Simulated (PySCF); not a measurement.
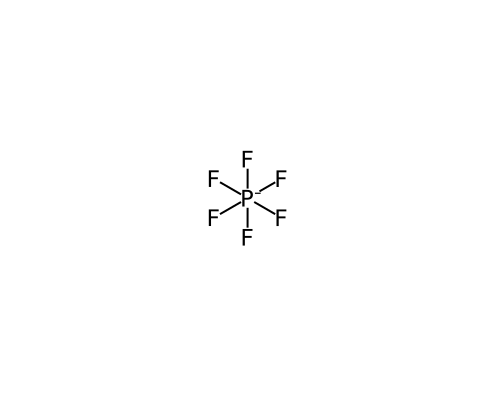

State: charge −1, singlet. The computed structure is the end point of a GFN2-xTB optimisation. No frequency run is at hand to confirm it as a minimum. Method: CAM-B3LYP/def2-SVPD, gas phase (PySCF 2.14.0).

Question: What is the HOMO energy (Kohn–Sham orbital)?

Answer: −7.32 eV.

Question: Estimate the mean static polarisability.

Answer: 33.7 bohr³.

The geometry is semi-empirical. Around P such bond lengths and angles can be off by a tenth of an ångström or more and by several degrees, and values that hang on the shape move with them.
